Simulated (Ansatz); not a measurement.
# A computed series for hypothetical P6_422 BP: response to strain

Base system: BP (space group P6_422, No. 181; a = 3.260 Å, c = 6.940 Å; a hypothetical phase, not in the database extracts checked).

Strains are applied to the cell and any free atomic positions relax.

Calculations: Ansatz (a quantum-chemistry and plane-wave program), PBEsol, PAW, cutoff 420 eV, scalar-relativistic without spin-orbit coupling.

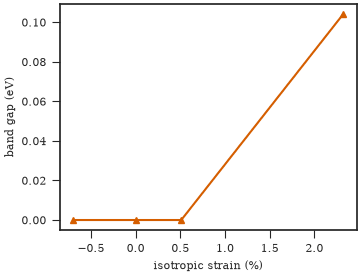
Figure. Band gap against isotropic strain

```json
[
 {"isotropic strain (%)": "-0.7", "band gap": "zero"},
 {"isotropic strain (%)": "0.51", "band gap": "zero"},
 {"isotropic strain (%)": "2.32", "band gap": "0.10 eV"}
]
```

A case with no gap was solved on a k-mesh chosen for an insulator, which is coarse for it. No phonon test of stability was made. The base started in P3_121 and relaxed to P6_422 at this level. All final runs are without spin polarisation. The zero or small gap of BP can change with the level of theory.
